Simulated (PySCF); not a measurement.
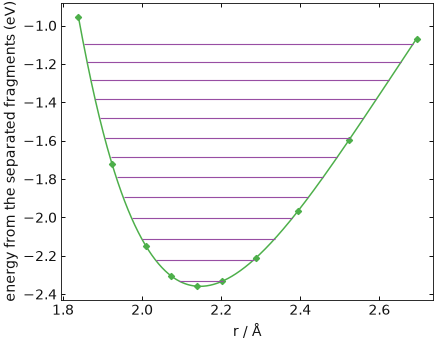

Bond curve of BrCl, singlet. B97-3/x2c-TZVPPall (sfX2C-1e), PySCF, UKS. One reference determinant with the occupation held, the lowest that a PBE0 search over spins and occupations found; no spin-orbit coupling. Zero is the separated fragments in their ground configurations, without counterpoise. With B97-3 the solution stays closed-shell at all points drawn; such a solution can't reach the open-shell fragments at long range. 2 further points of the run are not drawn. Horizontal lines: vibrational levels from ωe and ωexe, every 2nd one, starting at v = 0.

**What constants does a Dunham fit to the curve give (main isotopes)?**

re = 2.146 Å, ωe = 452 cm⁻¹, ωexe = 1.5 cm⁻¹, De = 2.36 eV, Be = 0.151 cm⁻¹.

**Give the computed points.**

```csv
r (Å),E (eV)
1.839,−0.95
1.924,−1.72
2.010,−2.15
2.074,−2.31
2.138,−2.36
2.202,−2.33
2.288,−2.21
2.395,−1.97
2.523,−1.60
2.694,−1.07
```

Note: spin-orbit coupling is left out; it can lower the fragment Br more than the molecule, and De with it.
